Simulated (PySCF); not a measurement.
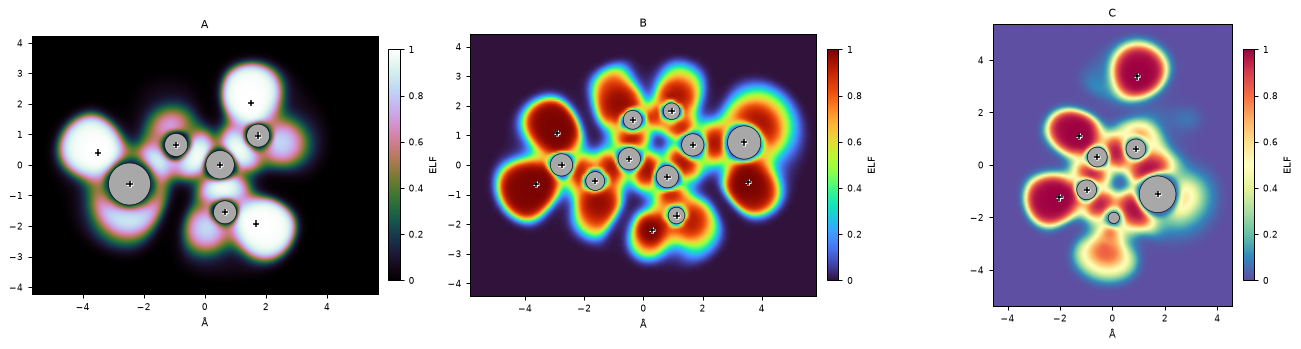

The ELF of 3 systems, each on a plane through atoms (crosses mark nuclei in the plane; grey discs cover the cores).

These are results of PBE0/def2-SVPD, SCF density, gas phase (PySCF 2.14.0), not measurements.

System 1: C$_{3}$H$_{9}$BSe, the plane of atoms C4, Se5 and H14. Geometry: GFN2-xTB.

```xyz
14

C    -1.4590   -1.1308    0.0500
B    -0.3470   -0.0461    0.3097
C    -0.7106    1.4297    0.6991
C     1.1661   -0.4784    0.1694
Se    2.5049    0.9786    0.3776
H    -2.2050   -1.1347    0.8426
H    -1.9996   -0.8816   -0.8634
H    -1.0825   -2.1447   -0.0629
H    -1.7727    1.6592    0.7079
H    -0.3140    1.6513    1.6919
H    -0.2157    2.1363    0.0294
H     1.3615   -0.9303   -0.8059
H     1.4192   -1.2260    0.9254
H     3.6536    0.1171    0.1871
```

System 2: C$_{4}$H$_{4}$N$_{2}$O$_{2}$S, the molecular plane. Geometry: GFN2-xTB.

```xyz
13

C     2.7439    0.3083    0.1581
N     1.6527    0.1151   -0.4474
C     0.4569    0.0813    0.2331
N     0.2507    0.2355    1.5278
O    -1.0748    0.1244    1.7397
C    -1.7049   -0.1007    0.5735
S    -3.4342   -0.2843    0.5560
C    -0.7769   -0.1402   -0.4401
O    -0.9895   -0.3420   -1.7564
H     2.8284    0.4590    1.2319
H     3.6457    0.3226   -0.4360
H    -3.4738   -0.4684   -0.7629
H    -0.1283   -0.3102   -2.1953
```

System 3: C$_{6}$H$_{11}$FSi, the plane of atoms C4, C3 and Si8. Geometry: GFN2-xTB.

```xyz
19

C     2.5766   -0.5709   -0.0355
C     1.4458    0.4358   -0.2193
C     0.2397    0.1631    0.6930
C    -0.4439   -1.1304    0.3450
C    -1.6763   -1.1126   -0.1344
C    -2.3556    0.2122   -0.3043
F    -3.6075    0.1952    0.3106
Si   -1.1504    1.4715    0.5148
H     2.2676   -1.5668   -0.3427
H     2.8868   -0.6104    1.0071
H     3.4371   -0.2841   -0.6364
H     1.8251    1.4366   -0.0003
H     1.1173    0.4266   -1.2611
H     0.6190    0.0913    1.7180
H     0.0965   -2.0550    0.4868
H    -2.2287   -2.0040   -0.3920
H    -2.5725    0.4035   -1.3630
H    -0.8062    2.5635   -0.3969
H    -1.6801    1.9442    1.7907
```

Which map belongs to which system?

Answer. Panel A is system 1, C$_{3}$H$_{9}$BSe: the plane holds C, B, Se and H. C–B (1.57 Å): the ELF peaks at about 1 between the atoms, as expected for a covalent bond. Panel B is system 2, C$_{4}$H$_{4}$N$_{2}$O$_{2}$S: the plane holds C, N, O, S and H. C–N (1.26 Å): the ELF peaks at about 0.90 between the atoms: a multiple bond. Panel C is system 3, C$_{6}$H$_{11}$FSi: the plane holds C, Si and H. C–C (1.32 Å): the ELF peaks at about 0.95 between the atoms; a multiple bond.
